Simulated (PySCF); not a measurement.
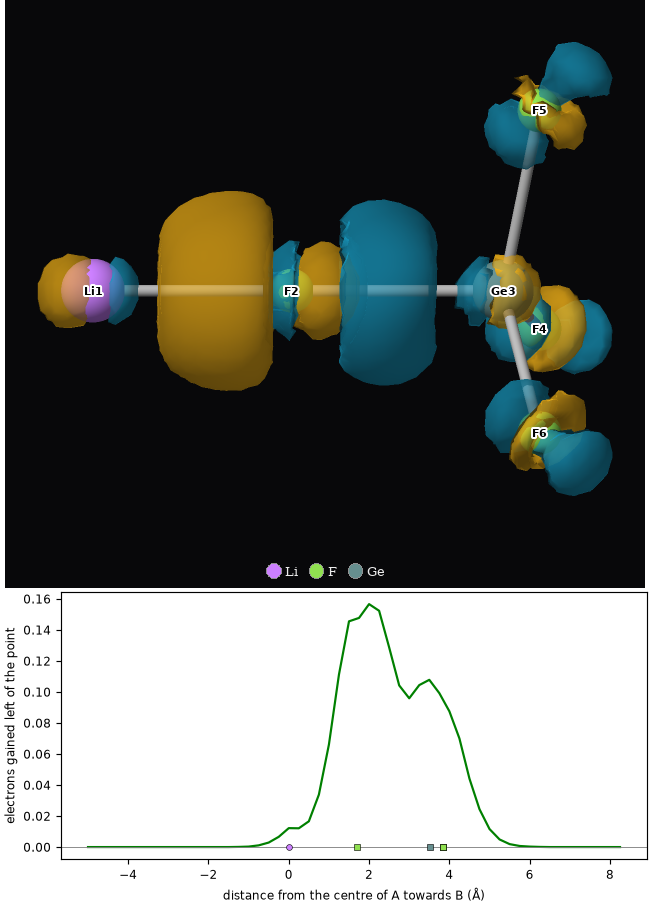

Figure 1: F$_{4}$GeLi, charge +1, SMILES `[Li+].F[Ge](F)(F)F`. Density of the complex less the densities of the two fragments at the same geometry, ±0.02 e/Å³ (yellow: gain, teal: loss). Fragment A: Li(+1) (atom 1); fragment B: GeF4. Below: the charge-displacement curve along the line of centres (A on the left).

PySCF calculation, PBE0/def2-TZVP, gas phase; geometry: GFN2-xTB. GFN2-xTB bond lengths at metals and heavier atoms can be off by up to 0.1 Å and shapes distorted, which carries into these values.

The calculation's input:

```python
import numpy as np
from pyscf import gto, scf, dft
from pyscf.scf import atom_ks, atom_hf
from scipy.linalg import block_diag
from pyscf.dispersion import dftd3

def solve(mol, dm0=None, hcore=None):
    mf = (dft.UKS if mol.spin else dft.RKS)(mol, xc='pbe0')
    mf.grids.level = 3
    mf = mf.density_fit(auxbasis='def2-universal-jkfit')
    mf.conv_tol, mf.max_cycle = 1e-8, 80
    if hcore is not None:
        mf.get_hcore = lambda *args: hcore
    mf.kernel(dm0)
    if not mf.converged:
        mf = mf.newton().run(mf.mo_coeff, mf.mo_occ, max_cycle=30)
    assert mf.converged, 'SCF not converged'
    return mf

mol = gto.M(atom='''
Li    -3.26423     0.00004    -0.00052
F     -1.55508    -0.00033    -0.00040
Ge     0.25945     0.00004     0.00008
F      0.57417    -0.33020    -1.59810
F      0.57314     1.54949     0.51323
F      0.57335    -1.21912     1.08516
''', basis='def2-tzvp', charge=1, spin=0, verbose=4)
mol_a = gto.M(atom='''
Li    -3.26423     0.00004    -0.00052
ghost-F     -1.55508    -0.00033    -0.00040
ghost-Ge     0.25945     0.00004     0.00008
ghost-F      0.57417    -0.33020    -1.59810
ghost-F      0.57314     1.54949     0.51323
ghost-F      0.57335    -1.21912     1.08516
''', basis='def2-tzvp', charge=1, spin=0, verbose=4)
mol_b = gto.M(atom='''
ghost-Li    -3.26423     0.00004    -0.00052
F     -1.55508    -0.00033    -0.00040
Ge     0.25945     0.00004     0.00008
F      0.57417    -0.33020    -1.59810
F      0.57314     1.54949     0.51323
F      0.57335    -1.21912     1.08516
''', basis='def2-tzvp', charge=0, spin=0, verbose=4)
ab, a, b = solve(mol), solve(mol_a), solve(mol_b)
e_int = ab.e_tot - a.e_tot - b.e_tot
print('counterpoise-corrected interaction energy / kcal/mol', e_int * 627.5095)
def disp(atoms, charge):
    m = gto.M(atom=atoms, charge=charge, basis='sto-3g', spin=None, unit='Bohr', verbose=0)
    return dftd3.DFTD3Dispersion(m, xc='pbe0', version='d3bj').get_dispersion()['energy']
e_disp = disp(mol._atom, mol.charge) - disp(mol._atom[:1], mol_a.charge) - disp(mol._atom[1:], mol_b.charge)
print('D3(BJ) part / kcal/mol', e_disp * 627.5095)
# spherically averaged free atoms, for the promolecule
atm = atom_ks.get_atm_nrks(mol, xc='pbe0')
pro = block_diag(*[(atm[a[0]][2] * atm[a[0]][3]) @ atm[a[0]][2].T for a in mol._atom])
np.savez('result.npz', e_int=e_int, e_disp=e_disp, dm_a=a.make_rdm1(), dm_b=b.make_rdm1(), c=ab.mo_coeff, occ=ab.mo_occ, eps=ab.mo_energy, pro=pro, d=[f.dip_moment(verbose=0) for f in (ab, a, b)])
```

Command:

```sh
OMP_NUM_THREADS=1 python input.py
```

The run took 97 s on 1 thread of Intel(R) Xeon(R) Processor @ 2.50GHz (Skylake/Cascade Lake), with other jobs on the host, peak memory 0.86 GiB.

Partitions, critical points and surface values were worked out afterwards from this run's density.

### Which way does charge flow?

Hirshfeld charges show 0.032 e passing from B to A. By Hirshfeld charges, electrons gather most on F2 (−0.099 e) and leave Ge3 most (+0.049 e); 0.24 e is displaced in all.

### What is the interaction energy, and which contacts carry it?

The counterpoise-corrected interaction energy of the frozen fragments is −29.0 kcal/mol without dispersion correction and −29.6 kcal/mol with D3(BJ). D3 uses neutral-atom coefficients and tends to overbind metal cations. The pair geometry is semi-empirical, not a minimum at this level. Contacts: Li1···F2, 1.71 Å, ρ = 0.044 a.u. The pose is a local one from a semi-empirical search, not shown to be the most stable.
